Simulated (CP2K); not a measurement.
Consider chloromethane at its PBE geometry (Å).

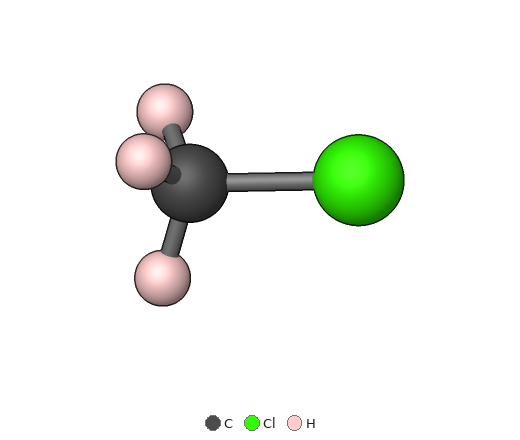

The molecule (carbon dark grey, chlorine green, hydrogen pink).

```xyz
5

C    -0.1499   -0.0081   -0.0043
Cl    1.6401    0.0877    0.0433
H    -0.4418   -0.6530   -0.8389
H    -0.5002   -0.4283    0.9437
H    -0.5481    1.0017   -0.1438
```

Method: CP2K XAS_TDP, all-electron GAPW, PBEh(45%), aug-pc-2, TDA, no relativity.

Q: Where do the C K-edge lines lie, and how strong are they?

Leading lines: C1 283.05 eV. The leading line of an atom is its first one with 35 % of the strongest within 2.5 eV of its lowest line over the strength cut. 

The first six lines of each atom with a strength over 0.0015:

```tsv
atom	energy (eV)	states	strength, one atom
C1 (bonded to Cl and 3 H)	283.05	1	0.0567
	284.92	1	0.0058
	285.74	2	0.0531
	286.53	1	0.0049
	286.97	2	0.0058
	287.33	1	0.0021
```

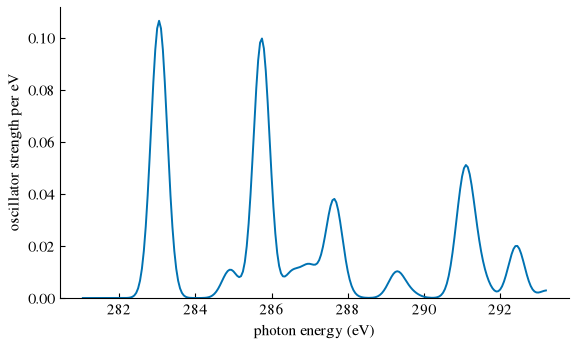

All atoms added, broadened by 0.5 eV.

Lines are vertical, at one geometry, with no vibrational structure. Without a correction of the core level, line positions, and the gaps between valence and Rydberg lines, follow the share of exact exchange. At this level such K lines come out 3 to 6 eV under measured ones. These values hold no scalar relativity, about 0.1 eV for C 1s. Rydberg lines, and the discretised continuum above threshold, depend on the basis and the box.

[Banner, clock and machine lines of the logs are left out without a mark of their own.]

[Logs are printed without paths, hosts, clocks, repeated set-up lines and the standing remarks that a program may print on its own settings, such as how far it seeks lower states.]

[Hosts, paths, dates, database ids (printed as entryN), source tags and the programs' standing remarks are cut or masked in the printed files.]
